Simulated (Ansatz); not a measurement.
# Ta3N: random displacements

Aim: for Ta3N, see what random moves of the atoms cost.

Program: Ansatz 0.2.0. Level of theory: DFT PBE, scalar-relativistic, plane waves, PAW. These are calculated values, not measurements.

## (1) The starting structure

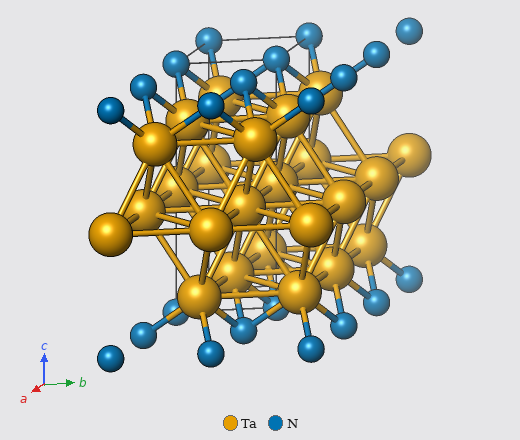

Start, viewed slightly off an axis; tantalum amber, nitrogen blue. 3×2×1 cells are drawn. Atoms on the faces are drawn again on the opposite ones.

Structure file:

```cif
data_structure
_symmetry_space_group_name_H-M 'P-3m1'
_symmetry_Int_Tables_number 164
_cell_length_a 3.0218
_cell_length_b 3.0218
_cell_length_c 7.5576
_cell_angle_alpha 90.000
_cell_angle_beta 90.000
_cell_angle_gamma 120.000
_cell_volume 59.76
loop_
_atom_site_label
_atom_site_type_symbol
_atom_site_symmetry_multiplicity
_atom_site_Wyckoff_symbol
_atom_site_fract_x
_atom_site_fract_y
_atom_site_fract_z
_atom_site_occupancy
Ta1 Ta 1 b 0.00000 0.00000 0.50000 1
Ta2 Ta 2 d 0.33333 0.66667 0.17360 1
N1 N 1 a 0.00000 0.00000 0.00000 1
```

It goes back to an entry of the Materials Project, which need not be the stable form.

This cell was relaxed beforehand with the same method: volume 14.94 Å³/atom, gap on the mesh none (metal).

## (2) Zero of energy

The reference gives a free energy of -30182.5986 eV, pressure 0.01 GPa, largest force 0.003 eV/Å and gap on the mesh none (metal). It was computed beforehand with the settings of the runs below.

## (3) Next: random displacements

All atoms are moved at random with no net shift, in some cells together with a random strain.

## (4) Point rms move = 0.142 Å

Input file input.yaml:

```yaml
crystal:
  lattice:
    - [3.0217748255, 0.0, 0.0]
    - [-1.5108874128, 2.6169337634, 0.0]
    - [0.0, 0.0, 7.5575881873]
  atoms:
    - { symbol: Ta, position: [-0.0228233116, 0.0167810739, 0.5021881531] }
    - { symbol: Ta, position: [0.3037502426, 0.6175685295, 0.180251398] }
    - { symbol: Ta, position: [0.669645878, 0.375467013, 0.8153191952] }
    - { symbol: "N", position: [0.0494271911, -0.0098166164, 0.0022412537] }
basis:
  ecutwfc: 420
kpoints:
  mp_grid: { grid: [18, 18, 6] }
hamiltonian:
  xc: pbe
scf:
  occupations: { method: gaussian, width: 0.15 }
output:
  forces: true
  stress: true
  eigenvalues: true
```

The run is started by

```console
$ ansatz run input.yaml --threads 1 --pin off --max-ram 2560MiB --backend cpu --events-out ev --progress --plain --runs-dir out
```

What it wrote, cut to the lines that bear on the results:

```text
Warning: RAYON_NUM_THREADS=1 ignored (pool sized by the plan → 1); use --threads N
[...]
Pseudopotentials: kind: paw
Pseudopotential: Ta, paw, valence charge 13, recommended cutoff 420 eV (normal), Ta.paw.azcp
Pseudopotential: N, paw, valence charge 5, recommended cutoff 420 eV (normal), N.paw.azcp
Functional definition: PBE
[...]
Crystal: 4 atoms, lattice volume = 59.764 Å³
Basis set: ecut = 420 eV, 1189 PW (Γ), exchange–correlation on 48×48×108 points (8 copies of the dense FFT grid, shifted against one another)
Bands: 27, of which v1, the nominal top of the filled ones, is band 22 counted from 1 (21 counted from 0)
Symmetry: 1 space group operations
Space group: P1 (ITA 1), of the structure as read, at distance tolerance 3.9e-5 Å
k-points: 976 of 1944 (time reversal used)
[...]
SCF iter   1: F=—  HF=-30182.340342 eV  |F-HF|=—  |Δ(HF+E_count)|=         —  Δρ=1.16e-2  dr2=3.50e-1  ethr=1.77e-3  ⟨swp⟩=4.8  Hψ=108238  notcnv=0
[...]
SCF iter   8: F=-30182.311609 eV  HF=-30182.311609 eV  |F-HF|=1.20e-8  |Δ(HF+E_count)|=   1.78e-8  Δρ=4.11e-6  dr2=1.68e-8  ethr=2.27e-10  ⟨swp⟩=4.9  Hψ=90936  notcnv=0
[...]
SCF converged after 8 iterations
Free energy (F): -30182.311609 eV
[...]
E sigma→0 (E₀):  -30182.291635 eV
Entropy (-TS):   -0.039948 eV (-9.987 meV/atom)
Fermi energy:    18.837614 eV
[...]
--- Forces (eV/Å), atoms counted from 1 ---
  atom   1  Ta    -0.08463943    -0.04990562    -0.48145027
  atom   2  Ta     0.82048618     0.30142093    -0.29944777
  atom   3  Ta     0.69222803    -0.29428113     1.17603640
  atom   4  N     -1.42805946     0.04276254    -0.39501557
[...]
--- Stress (GPa, compression-positive) ---
       -3.510132      -0.309515      -0.157489
       -0.309515       2.380048       2.407920
       -0.157489       2.407919       3.789611
  P = ⅓ Tr σ = 0.8865 GPa (8.865 kbar)
--- Band table (eV; the first three rows and the last of 976) ---
  k-point 0: bands = ["-49.3499", "-49.2937", "-48.7834", "-16.1323", "-15.9736", "-15.5578", "-15.5424", "-15.5146", "-15.4871", "-15.1016", "-14.9670", "-14.9317", "2.1704", "10.6581", "12.0248", "14.0058", "14.2720", "15.1234", "17.4739", "18.4201", "18.4877", "18.6249", "18.8979", [...]
[...]
```

Run time: 30 s. Hardware: 1 thread of AMD EPYC 9R45 (Zen 5), shared host; peak memory 1.4 GiB.

## (5) rms move = 0.034 Å

Input file input.yaml:

```yaml
crystal:
  lattice:
    - [2.966894038, -0.0032730676, -0.030621885]
    - [-1.4862815787, 2.6106796045, 0.0218546949]
    - [-0.0765866453, 0.0188980656, 7.4343405467]
  atoms:
    - { symbol: Ta, position: [0.0097912077, 0.0046422143, 0.5006504317] }
    - { symbol: Ta, position: [0.3301264347, 0.6614863609, 0.1716153888] }
    - { symbol: Ta, position: [0.6674755196, 0.3257836069, 0.8238983533] }
    - { symbol: "N", position: [-0.007393162, 0.0080878179, 0.0038358262] }
basis:
  ecutwfc: 420
kpoints:
  mp_grid: { grid: [18, 18, 6] }
hamiltonian:
  xc: pbe
scf:
  occupations: { method: gaussian, width: 0.15 }
output:
  forces: true
  stress: true
  eigenvalues: true
```

The run is started by

```console
$ ansatz run input.yaml --threads 1 --pin off --max-ram 2560MiB --backend cpu --events-out ev --progress --plain --runs-dir out
```

What it wrote, cut to the lines that bear on the results:

```text
Warning: RAYON_NUM_THREADS=1 ignored (pool sized by the plan → 1); use --threads N
[...]
[... 4 set-up lines as earlier in the session ...]
[...]
Crystal: 4 atoms, lattice volume = 57.541 Å³
Basis set: ecut = 420 eV, 1087 PW (Γ), exchange–correlation on 40×48×100 points (8 copies of the dense FFT grid, shifted against one another)
Bands: 27, of which v1, the nominal top of the filled ones, is band 22 counted from 1 (21 counted from 0)
[... 2 set-up lines as earlier in the session ...]
k-points: 976 of 1944 (time reversal used)
[...]
SCF iter   1: F=—  HF=-30182.491121 eV  |F-HF|=—  |Δ(HF+E_count)|=         —  Δρ=8.58e-3  dr2=8.98e-2  ethr=1.77e-3  ⟨swp⟩=4.9  Hψ=108903  notcnv=0
[...]
SCF iter   7: F=-30182.480799 eV  HF=-30182.480799 eV  |F-HF|=1.26e-8  |Δ(HF+E_count)|=   5.82e-8  Δρ=5.37e-6  dr2=2.15e-8  ethr=2.27e-10  ⟨swp⟩=3.8  Hψ=94486  notcnv=0
[...]
SCF converged after 7 iterations
Free energy (F): -30182.480799 eV
[...]
E sigma→0 (E₀):  -30182.463102 eV
Entropy (-TS):   -0.035394 eV (-8.848 meV/atom)
Fermi energy:    19.724469 eV
[...]
--- Forces (eV/Å), atoms counted from 1 ---
  atom   1  Ta    -0.02983315    -0.02723165    -0.30333371
  atom   2  Ta    -0.08294778     0.15197008     0.76226768
  atom   3  Ta    -0.50159042     0.38923399     0.25634059
  atom   4  N      0.61437002    -0.51397197    -0.71537558
[...]
--- Stress (GPa, compression-positive) ---
       11.445963       0.317745       0.472345
        0.317745       9.040506       0.115535
        0.472345       0.115535      11.303778
  P = ⅓ Tr σ = 10.5967 GPa (105.967 kbar)
--- Band table (eV; the first three rows and the last of 976) ---
[... band rows left out ...]
[...]
```

Run time: 33 s. Hardware: 1 thread of AMD EPYC 9R45 (Zen 5), shared host; peak memory 1.4 GiB.

## (6) rms move = 0.158 Å

Input file input.yaml:

```yaml
crystal:
  lattice:
    - [2.7975335298, -0.0020394076, 0.0880985599]
    - [-1.4005329438, 2.6478100429, -0.0515749884]
    - [0.2203382695, -0.0217339108, 7.1375925761]
  atoms:
    - { symbol: Ta, position: [-0.0572045911, -0.0061937455, 0.4974400364] }
    - { symbol: Ta, position: [0.4081024231, 0.6631876869, 0.1723621996] }
    - { symbol: Ta, position: [0.6758444538, 0.3223707046, 0.8285277881] }
    - { symbol: "N", position: [-0.0267422858, 0.020635354, 0.001669976] }
basis:
  ecutwfc: 420
kpoints:
  mp_grid: { grid: [18, 18, 6] }
hamiltonian:
  xc: pbe
scf:
  occupations: { method: gaussian, width: 0.15 }
output:
  forces: true
  stress: true
  eigenvalues: true
```

The run is started by

```console
$ ansatz run input.yaml --threads 1 --pin off --max-ram 2560MiB --backend cpu --events-out ev --progress --plain --runs-dir out
```

What it wrote, cut to the lines that bear on the results:

```text
[...]
SCF converged after 7 iterations
Free energy (F): -30180.723575 eV
[...]
E sigma→0 (E₀):  -30180.707170 eV
Entropy (-TS):   -0.032809 eV (-8.202 meV/atom)
Fermi energy:    21.558777 eV
[...]
--- Forces (eV/Å), atoms counted from 1 ---
  atom   1  Ta     0.28732139    -0.18116163     0.59982875
  atom   2  Ta    -4.15534061    -1.91076666     3.33728155
  atom   3  Ta    -0.80073676     1.67042250    -2.53829680
  atom   4  N      4.66876588     0.42151544    -1.39894643
[...]
--- Stress (GPa, compression-positive) ---
       55.311021       4.623260     -10.293292
        4.623262      35.255692      -3.763801
      -10.293295      -3.763801      56.358041
  P = ⅓ Tr σ = 48.9749 GPa (489.749 kbar)
--- Band table (eV; the first three rows and the last of 976) ---
  k-point 0: bands = ["-46.2607", "-46.1939", "-45.6501", "-13.5648", "-13.0667", "-12.6171", "-12.5290", "-12.3383", "-12.2911", "-11.9558", "-11.7954", "-11.6088", "4.0557", "12.3808", "14.6722", "14.9121", "15.8091", "17.9899", "20.0800", "20.4737", "20.7098", "21.1467", "21.4590", [...]
[...]
```

Run time: 27 s. Hardware: 1 thread of AMD EPYC 9R45 (Zen 5), shared host; peak memory 1.3 GiB.

## (7) Point rms move = 0.150 Å

Input file input.yaml:

```yaml
crystal:
  lattice:
    - [3.0217748255, 0.0, 0.0]
    - [-1.5108874128, 2.6169337634, 0.0]
    - [0.0, 0.0, 7.5575881873]
  atoms:
    - { symbol: Ta, position: [-0.0029451549, -0.0282189004, 0.4858069807] }
    - { symbol: Ta, position: [0.4024800623, 0.7246494556, 0.1905677936] }
    - { symbol: Ta, position: [0.6463823335, 0.3213107836, 0.8269366211] }
    - { symbol: "N", position: [-0.045917241, -0.0177413388, -0.0033113953] }
basis:
  ecutwfc: 420
kpoints:
  mp_grid: { grid: [18, 18, 6] }
hamiltonian:
  xc: pbe
scf:
  occupations: { method: gaussian, width: 0.15 }
output:
  forces: true
  stress: true
  eigenvalues: true
```

The run is started by

```console
$ ansatz run input.yaml --threads 1 --pin off --max-ram 2560MiB --backend cpu --events-out ev --progress --plain --runs-dir out
```

What it wrote, cut to the lines that bear on the results:

```text
Warning: RAYON_NUM_THREADS=1 ignored (pool sized by the plan → 1); use --threads N
[...]
[... 4 set-up lines as earlier in the session ...]
[...]
Crystal: 4 atoms, lattice volume = 59.764 Å³
Basis set: ecut = 420 eV, 1189 PW (Γ), exchange–correlation on 48×48×108 points (8 copies of the dense FFT grid, shifted against one another)
Bands: 27, of which v1, the nominal top of the filled ones, is band 22 counted from 1 (21 counted from 0)
[... 2 set-up lines as earlier in the session ...]
k-points: 976 of 1944 (time reversal used)
[...]
SCF iter   1: F=—  HF=-30182.103173 eV  |F-HF|=—  |Δ(HF+E_count)|=         —  Δρ=1.11e-2  dr2=3.13e-1  ethr=1.77e-3  ⟨swp⟩=4.8  Hψ=108322  notcnv=0
[...]
SCF iter   8: F=-30182.078007 eV  HF=-30182.078007 eV  |F-HF|=2.05e-8  |Δ(HF+E_count)|=   1.98e-8  Δρ=3.06e-6  dr2=2.34e-8  ethr=2.27e-10  ⟨swp⟩=4.6  Hψ=89365  notcnv=0
[...]
SCF converged after 8 iterations
Free energy (F): -30182.078007 eV
[...]
E sigma→0 (E₀):  -30182.058176 eV
Entropy (-TS):   -0.039662 eV (-9.915 meV/atom)
Fermi energy:    18.832315 eV
[...]
--- Forces (eV/Å), atoms counted from 1 ---
  atom   1  Ta     0.14326586    -0.09893008     2.45693245
  atom   2  Ta    -1.10717606    -0.56545505    -2.13063901
  atom   3  Ta    -0.53903573    -0.18467489    -0.75246686
  atom   4  N      1.50293282     0.84904885     0.42597474
[...]
--- Stress (GPa, compression-positive) ---
        4.041061       1.523851      -1.672518
        1.523851       0.393073      -3.865214
       -1.672518      -3.865214       5.720685
  P = ⅓ Tr σ = 3.3849 GPa (33.849 kbar)
--- Band table (eV; the first three rows and the last of 976) ---
[... band rows left out ...]
[...]
```

It took 31 s on 1 thread of AMD EPYC 9R45 (Zen 5), shared host; peak memory 1.4 GiB.

## (8) Point rms move = 0.031 Å

Input file input.yaml:

```yaml
crystal:
  lattice:
    - [3.0217748255, 0.0, 0.0]
    - [-1.5108874128, 2.6169337634, 0.0]
    - [0.0, 0.0, 7.5575881873]
  atoms:
    - { symbol: Ta, position: [-0.0006256362, 0.0018298847, 0.5019130572] }
    - { symbol: Ta, position: [0.332381823, 0.6597059552, 0.1714628935] }
    - { symbol: Ta, position: [0.6545068261, 0.3294767763, 0.828795476] }
    - { symbol: "N", position: [0.0137369871, 0.0089873838, -0.0021714266] }
basis:
  ecutwfc: 420
kpoints:
  mp_grid: { grid: [18, 18, 6] }
hamiltonian:
  xc: pbe
scf:
  occupations: { method: gaussian, width: 0.15 }
output:
  forces: true
  stress: true
  eigenvalues: true
```

The run is started by

```console
$ ansatz run input.yaml --threads 1 --pin off --max-ram 2560MiB --backend cpu --events-out ev --progress --plain --runs-dir out
```

What it wrote, cut to the lines that bear on the results:

```text
Warning: RAYON_NUM_THREADS=1 ignored (pool sized by the plan → 1); use --threads N
[...]
[... 4 set-up lines as earlier in the session ...]
[...]
Crystal: 4 atoms, lattice volume = 59.764 Å³
Basis set: ecut = 420 eV, 1189 PW (Γ), exchange–correlation on 48×48×108 points (8 copies of the dense FFT grid, shifted against one another)
Bands: 27, of which v1, the nominal top of the filled ones, is band 22 counted from 1 (21 counted from 0)
[... 2 set-up lines as earlier in the session ...]
k-points: 976 of 1944 (time reversal used)
[...]
SCF iter   1: F=—  HF=-30182.574902 eV  |F-HF|=—  |Δ(HF+E_count)|=         —  Δρ=8.11e-3  dr2=6.72e-2  ethr=1.77e-3  ⟨swp⟩=4.9  Hψ=108331  notcnv=0
[...]
SCF iter   7: F=-30182.566699 eV  HF=-30182.566699 eV  |F-HF|=7.79e-9  |Δ(HF+E_count)|=   5.62e-8  Δρ=5.24e-6  dr2=1.65e-8  ethr=2.27e-10  ⟨swp⟩=3.5  Hψ=96909  notcnv=0
[...]
SCF converged after 7 iterations
Free energy (F): -30182.566699 eV
[...]
E sigma→0 (E₀):  -30182.547821 eV
Entropy (-TS):   -0.037756 eV (-9.439 meV/atom)
Fermi energy:    18.907924 eV
[...]
--- Forces (eV/Å), atoms counted from 1 ---
  atom   1  Ta     0.00980637     0.00341078    -0.20585582
  atom   2  Ta     0.13303439     0.27200229     0.28714184
  atom   3  Ta     0.41132615     0.24385386    -0.39402263
  atom   4  N     -0.55416414    -0.51926406     0.31271127
[...]
--- Stress (GPa, compression-positive) ---
        1.162552       0.529529      -0.916712
        0.529529       1.181084       0.099564
       -0.916713       0.099564       0.366945
  P = ⅓ Tr σ = 0.9035 GPa (9.035 kbar)
--- Band table (eV; the first three rows and the last of 976) ---
[... band rows left out ...]
[...]
```

It took 31 s on 1 thread of AMD EPYC 9R45 (Zen 5), shared host; peak memory 1.4 GiB.

## (9) Results of the scan

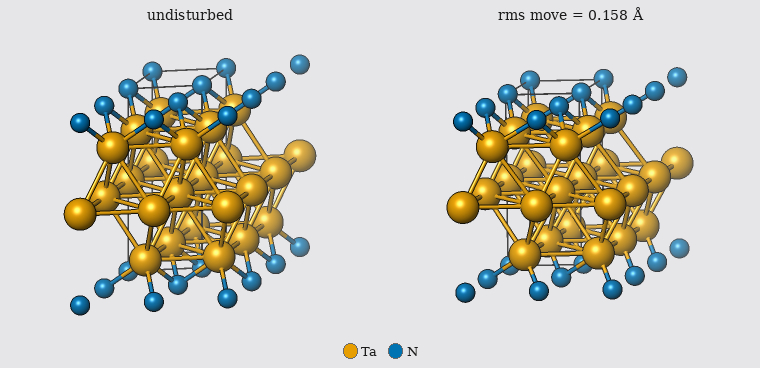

The undisturbed cell and the costliest point of the scan, at one scale, with neighbouring cells.

Collected from the runs (energy zero: the undisturbed cell):

```tsv
rms move (Å)	ΔE (meV/atom)	largest force (eV/Å)	shortest distance (Å)	pressure (GPa)
0.000	0.0	0.00	2.18	0.0
0.031	8.0	0.82	2.11	0.9
0.034	29.4	1.07	2.11	10.6
0.142	71.7	1.48	2.13	0.9
0.150	130.1	2.47	2.06	3.4
0.158	468.8	5.66	1.84	49.0
```

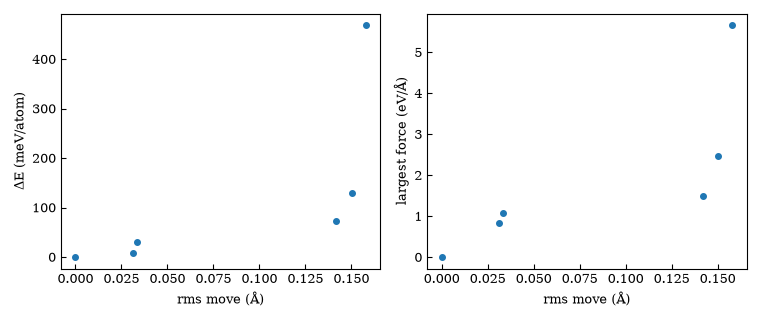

ΔE and largest force along the scan.

## (10) What came out

```
      quantity                                     value
costliest cell  468.8 meV/atom at an rms move of 0.158 Å
```

What this shows: The cost runs from 8.0 to 468.8 meV/atom. Energy over the square of the rms move lies between 3.6 and 26.1 eV/Å² per atom; a harmonic solid under isotropic random moves would keep it roughly constant, while strain and close contacts change it. Spin-orbit coupling is left out for Ta.
